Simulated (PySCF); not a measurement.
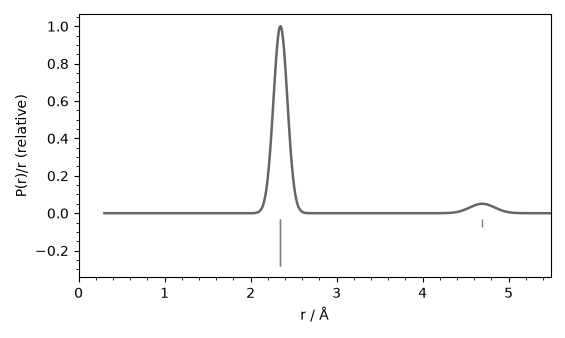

Simulated gas electron diffraction: radial distribution curve of AgCl₂ (charge -1, ignored in the scattering factors). Each pair of atoms contributes with weight ZᵢZⱼ/r (bars below the curve); damping constant 0.002 Å²; vibrational amplitudes assumed, not computed: 0.05 Å for bonds, 0.078 Å for bonds to H, 0.06 + 0.015 r up to 0.15 Å for other pairs. The geometry is the end point of an optimisation (PBE0-D3(BJ)/def2-SVP geometry optimisation, gas phase (PySCF)); it may be a saddle point or a higher isomer. SMILES: [Cl][Ag-][Cl].

**Which pairs of atoms lie under the first 2 clear peaks? Mark bonded pairs by – and others by ···.**

Peak 1, 2.35 Å: Ag–Cl 2.35 Å (×2)
Peak 2, 4.69 Å: Cl···Cl 4.69 Å
